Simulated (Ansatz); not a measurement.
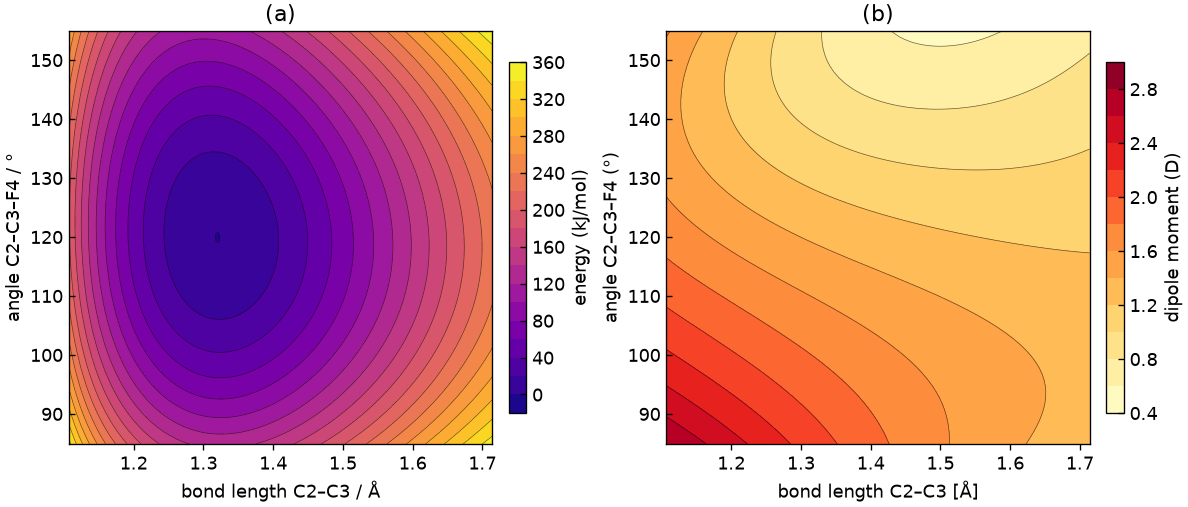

C2HFO, SMILES O=C=CF. Coordinates scanned: (1) bond length C2–C3; (2) angle C2–C3–F4. Nothing is relaxed (all other coordinates rigid). The grid has 7 × 7 points. Points are written as (first, second). Energies: kJ/mol, counted from the relaxed molecule at the same level. Computed with Ansatz, RKS wB97X-V/def2-TZVP.

Panel (a) is the energy; panel (b) is the computed dipole moment, in D.

Drawn: filled contours. Between grid points the surface is interpolated.

> How does the dipole moment vary over the map, and what is it at the lowest grid point?

Leaving out the highest fifth of the energies, it runs from 0.56 D at (1.512 Å, 154.9°) to 2.45 D at (1.209 Å, 84.9°). At the lowest grid point, (1.310 Å, 119.9°), it is 1.39 D.
